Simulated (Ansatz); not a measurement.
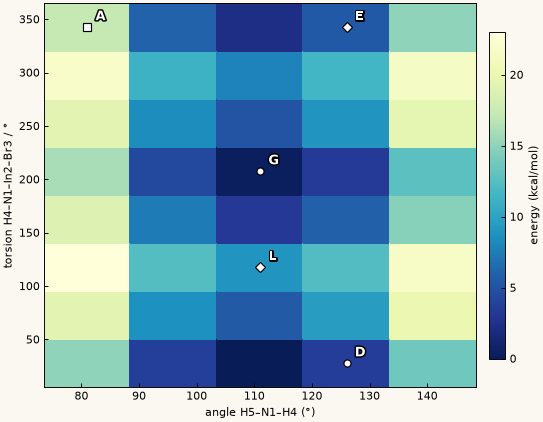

BrH3InN, SMILES [NH2][InH][Br]. Two internal coordinates are moved rigidly from the geometry relaxed at PBE0-D4/def2-TZVP, all others fixed. The first coordinate is: angle H5–N1–H4; the second: torsion H4–N1–In2–Br3. The grid has 5 × 8 points. Energies: kcal/mol, counted from the lowest grid point. These are results of Ansatz 0.2.0, RKS PBE-D4/def2-TZVPP, not measurements.

In the figure: one coloured cell a grid point, lettered points.

Q: What kind of point is each of E, G, L: minimum, saddle, maximum or slope?

A: E: on a slope; G: minimum; L: saddle point. (In these two coordinates alone; a stationary point may lie a little off the grid point.)

Q: Rank the lettered points by energy, lowest first.

A: G (0.29 kcal/mol), D (3.6 kcal/mol), E (5.4 kcal/mol), L (8.9 kcal/mol), A (17.2 kcal/mol).
